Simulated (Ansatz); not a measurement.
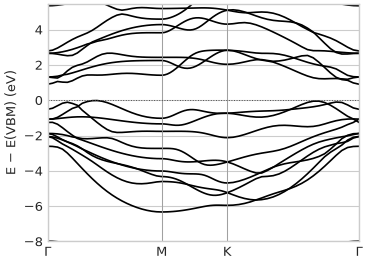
Band structure from DFT-r²SCAN+D4 in the program Ansatz with PAW potentials

The gap is 0.91 eV; an edge lies off the plotted path or next to a special point (maximum off the standard path, minimum at Γ).

The material is monolayer As2Se3 (Bi2Te3-type, P-3m1 in the vacuum cell, 5 atoms).

A constructed layer: a layer type filled with these elements; whether it has been made was not checked. The cell was relaxed with r²SCAN+D4 under the symmetry of its start; whether a distortion lowers the energy is not shown. Scalar-relativistic: spin–orbit coupling is off unless named, which matters more the heavier the elements.

Potentials: the later of the program's two PAW sets.
